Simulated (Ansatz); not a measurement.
# CAM-B3LYP/6-31G(d) (spherical functions) run of CHClFNSi (SMILES FC1=N[SiH]1Cl)

Aim: the vertical singlet–triplet gap of CHClFNSi at CAM-B3LYP/6-31G* (spherical functions), from 2 runs. 

The calculation is run with Ansatz 0.2.0.

153 further runs of the same task are left out: 153 set aside as unsound or not needed. Runs told in other sessions of the task aren't counted.

## 1. The structure to begin with

CHClFNSi: 6 atoms, total charge 0, spin state singlet. As SMILES, `FC1=N[SiH]1Cl`. The shape is that of a PBE0-D4/def2-TZVP optimisation.

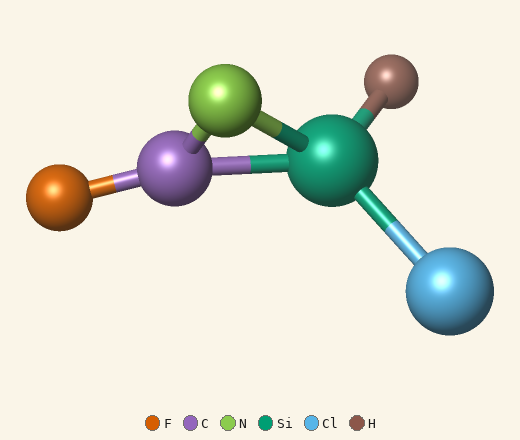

Viewed from a chosen angle; fluorine orange, carbon purple, nitrogen green, silicon teal, chlorine blue, hydrogen brown.

## 2. The energy at CAM-B3LYP/6-31G(d) (spherical functions)

Input file input.yaml:

```yaml
crystal:
  periodic: [false, false, false]
  atoms:
    - {symbol: F, position_ang: [0.158300, -2.281300, -0.638700]}
    - {symbol: C, position_ang: [0.216600, -1.043700, -0.212100]}
    - {symbol: N, position_ang: [1.240300, -0.391700, 0.161000]}
    - {symbol: Si, position_ang: [-0.233900, 0.593200, 0.234800]}
    - {symbol: Cl, position_ang: [-0.525700, 2.070200, -1.116500]}
    - {symbol: H, position_ang: [-0.813600, 0.989400, 1.525400]}
basis:
  gaussian:
    orbitals: 6-31G_st_-spherical.json
hamiltonian:
  xc: {name: CAM-B3LYP}
accuracy: high
output: {orbitals: {seedname: orbitals}}
```

The basis set 6-31G* is read from a file made from the Basis Set Exchange's data (not shown).

The run is started by

```sh
ansatz run input.yaml --threads 1 --pin off --max-ram 3480MiB --events-out events.jsonl --progress --plain --runs-dir runs
```

The program printed:

```text
Warning: RAYON_NUM_THREADS=1 ignored (pool sized by the plan → 1); use --threads N
Functional definition: CAM-B3LYP
  name "CAM-B3LYP"
  parameter alpha = 0.19
  parameter beta = 0.46
  parameter omega = 0.33/bohr
  parameter ac = 0.81
  exchange = (1 - alpha - beta)*b88_x + beta*b88_x_sr(omega) + alpha*exact_x + beta*exact_x_lr(omega)
  correlation = (1 - ac)*vwn5_c + ac*lyp_c
1730 factors; integrals over basis functions are off by at most 8.7e-9 eV
387 factors; integrals over basis functions are off by at most 1.5e-9 eV
mean field evaluation 1: about -25652.4001 eV, gradient 4.7e1 eV
mean field evaluation 2: about -25647.5038 eV, gradient 6.6e1 eV
mean field evaluation 4: about -25657.0295 eV, gradient 3.4e0 eV
mean field evaluation 8: about -25657.2241 eV, gradient 3.0e-1 eV
mean field evaluation 16: about -25657.2243 eV, gradient 1.0e-4 eV
mean field -25657.22433495 eV, -942.8856032180 hartree, gradient 4.4e-8 eV, S^2 0.000000; 0 other end points of the search recorded, 0 dependent functions left out
reference -25657.22435205 eV, -942.8856038465 hartree; 27, 27 occupied and 53, 53 virtual orbitals, 1730 factors
Total energy: -25657.22435205 eV, -942.8856038465 hartree
```

Wall time 8.4 s (1 thread of Arm Neoverse V1, shared host); peak memory 0.29 GiB.

## 3. The triplet

Input file job.yaml:

```yaml
crystal:
  periodic: [false, false, false]
  atoms:
    - symbol: F
      position_ang: [0.158300, -2.281300, -0.638700]
    - symbol: C
      position_ang: [0.216600, -1.043700, -0.212100]
    - symbol: "N"
      position_ang: [1.240300, -0.391700, 0.161000]
    - symbol: Si
      position_ang: [-0.233900, 0.593200, 0.234800]
    - symbol: Cl
      position_ang: [-0.525700, 2.070200, -1.116500]
    - symbol: H
      position_ang: [-0.813600, 0.989400, 1.525400]
basis:
  gaussian:
    orbitals: 6-31G_st_-spherical.json
total_charge: 0
magnetization:
  spin_polarized: true
  initial_magnetization: 2
hamiltonian:
  xc: {name: CAM-B3LYP}
accuracy: high
output:
  orbitals: {seedname: orbitals}
```

The basis set 6-31G* is read from a file made from the Basis Set Exchange's data (not shown).

The run is started by

```sh
ansatz run job.yaml --threads 1 --pin off --max-ram 3480MiB --events-out events.jsonl --progress --plain --runs-dir runs
```

The program printed, shortened:

```text
Warning: RAYON_NUM_THREADS=1 ignored (pool sized by the plan → 1); use --threads N
Functional definition: CAM-B3LYP
  name "CAM-B3LYP"
[...]
1730 factors; integrals over basis functions are off by at most 8.7e-9 eV
387 factors; integrals over basis functions are off by at most 1.5e-9 eV
[...]
mean field -25652.91202920 eV, -942.7271289047 hartree, gradient 9.6e-8 eV, S^2 2.010389; 4 other end points of the search recorded, 0 dependent functions left out
reference -25652.91204616 eV, -942.7271295282 hartree; 28, 26 occupied and 52, 54 virtual orbitals, 1730 factors
Total energy: -25652.91204616 eV, -942.7271295282 hartree
```

Run time: 28 s. Hardware: 1 thread of Arm Neoverse V1, shared host; peak memory 0.44 GiB.

## 4. What came out

At CAM-B3LYP/6-31G* (spherical functions):

```
                                        quantity          value
                           singlet: total energy  -942.88560 Eh
                            singlet: HOMO energy       -8.92 eV
                            singlet: LUMO energy        0.48 eV
                          singlet: HOMO–LUMO gap        9.39 eV
                           triplet: total energy  -942.72713 Eh
     triplet: HOMO energy (highest over α and β)       -4.55 eV
      triplet: LUMO energy (lowest over α and β)       -3.41 eV
                                   triplet: ⟨S²⟩          2.010
vertical energy of the triplet above the singlet       4.312 eV
```

**Reading.** At this shape the triplet lies 4.31 eV (416 kJ/mol) above the singlet.
